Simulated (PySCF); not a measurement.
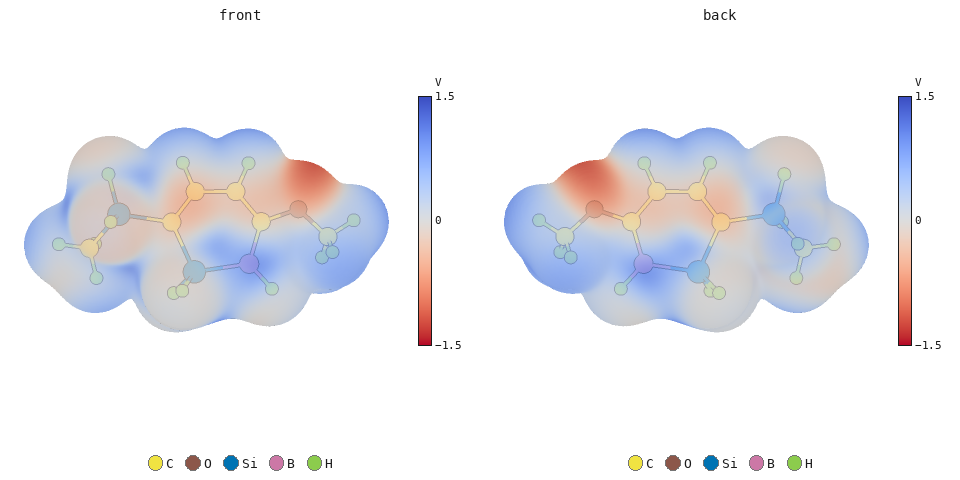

*C₆H₁₃BOSi₂ (SMILES COC1=CC=C([SiH2]C)[SiH2]B1). The molecular electrostatic potential painted on the density surface at 0.002 e/bohr³, seen from the front and from behind; red is negative and blue positive.*

Geometry: GFN2-xTB.

Theory: PBE0/pcSseg-1, SCF density, gas phase, non-relativistic (PySCF).

```xyz
23

C     4.2723    0.8194    0.1490
O     3.1374    0.9359    0.9646
C     1.9286    0.4399    0.5080
C     0.9243    0.6295    1.4221
C    -0.4617    0.2793    1.3514
C    -1.1217   -0.3204    0.3361
Si   -2.9625   -0.6943    0.5018
C    -3.8663   -0.1454   -1.0729
Si   -0.1247   -0.7726   -1.2120
B     1.7125   -0.2554   -0.8394
H     5.0783    1.3113    0.6929
H     4.1308    1.3177   -0.8155
H     4.5393   -0.2284   -0.0252
H     1.2263    1.1168    2.3441
H    -1.0162    0.5480    2.2467
H    -3.5161    0.0137    1.6678
H    -3.1468   -2.1408    0.6968
H    -4.9311   -0.3445   -1.0025
H    -3.7406    0.9177   -1.2567
H    -3.4843   -0.6773   -1.9389
H    -0.4026   -2.2046   -1.4540
H    -0.7855   -0.0687   -2.3336
H     2.6055   -0.4501   -1.5750
```

Question: Describe the electrostatic potential map.

Answer: The most negative region (about −1.1 V) lies over O2, the most positive (about +0.9 V) over the B, C, H and Si atoms. O2 is the likeliest acceptor of a hydrogen bond.
